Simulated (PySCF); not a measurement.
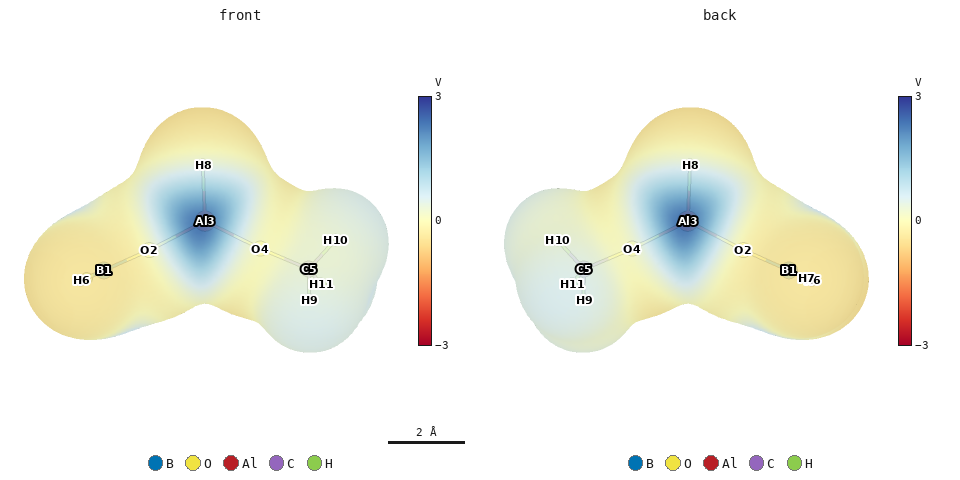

Figure 1: CH6AlBO2 (SMILES B[O][AlH][O]C). The electrostatic potential painted on the density surface at 0.001 e/bohr³, seen from the front and from behind; the colour scale runs from red (negative) to blue (positive).

Geometry: GFN2-xTB.

All numbers below come from CAM-B3LYP/def2-SVPD, SCF density, gas phase (PySCF).

Input file:

```
{"job": {"kind": "uv", "xc": "CAM-B3LYP", "basis": "def2-SVPD", "nstates": 8, "ntriplets": 3}, "charge": 0, "multiplicity": 1}
B      2.936485    -0.487962     0.125983
O      1.738946     0.084653     0.060735
Al     0.280305     0.892566    -0.015469
O     -1.204806     0.207216    -0.173887
C     -2.502179    -0.300467    -0.313664
H      3.544837    -0.684975    -0.865313
H      3.384469    -0.789758     1.174656
H      0.371524     2.385073     0.072873
H     -2.526683    -1.054500    -1.103421
H     -3.189972     0.507667    -0.572442
H     -2.827501    -0.756843     0.623905
```

Run with:

```sh
OMP_NUM_THREADS=1 python probes_run.py task.json out
```

Question: Where is the surface potential most negative and most positive?

Answer: The most negative region (about −0.5 V) lies over H6, H7 and H8, the most positive (about +2.3 V) over Al3.

Question: What dipole moment does the calculation give?

Answer: Its dipole moment is 2.00 D.
